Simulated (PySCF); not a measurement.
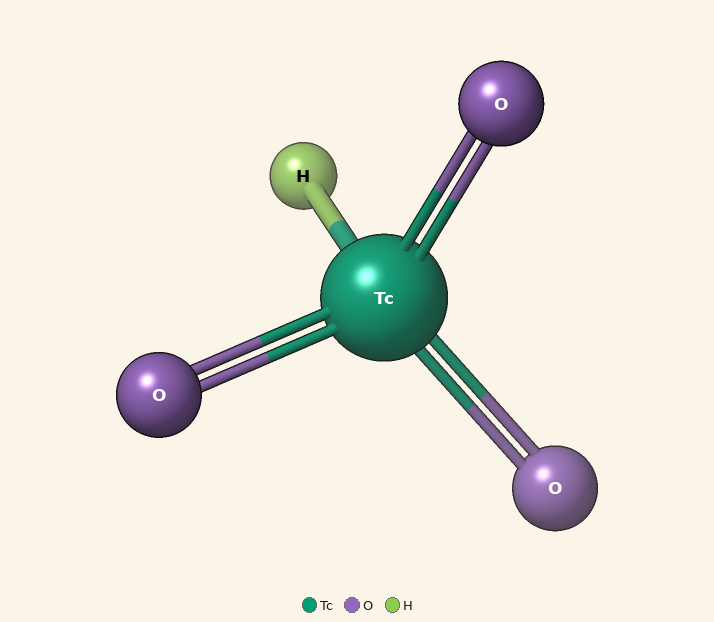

Atoms fade into the background with distance from the viewer. Charge 0, singlet. The computed structure is the end point of a PBE0-D3(BJ)/def2-SVP optimisation. No frequency run is at hand to confirm it as a minimum.

Which symmetry elements does this geometry have?

It has 1 C3 axis and 3 mirror planes, so the point group is C3v. The group has 6 operations. The geometry is achiral, and symmetry allows a dipole moment.
